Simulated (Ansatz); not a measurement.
Take CdS in the wurtzite structure (space group P6_3mc, No. 186; a = 4.074 Å, c = 6.637 Å) as the base. Axes: x lies along a and z along c of the hexagonal cell.

One thing is altered: biaxial strain −1.20 %, plane normal [001], relaxed out of plane (Cartesian); in-plane vectors clamped, the third vector and the atoms free.

All numbers come from Ansatz (a first-principles code) LDA, scalar-relativistic without spin-orbit coupling.

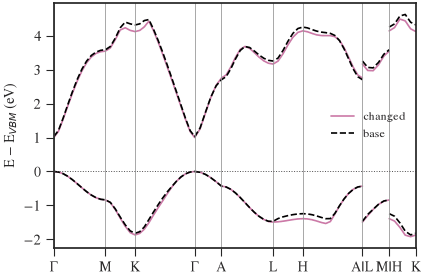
*Highest valence and lowest conduction band along the path, each from its own valence-band maximum*

The gap is 1.00 eV, direct at Γ; the base has 1.03 eV.

Gaps are read on the SCF mesh and a high-symmetry path. Stability against distortions was not tested.
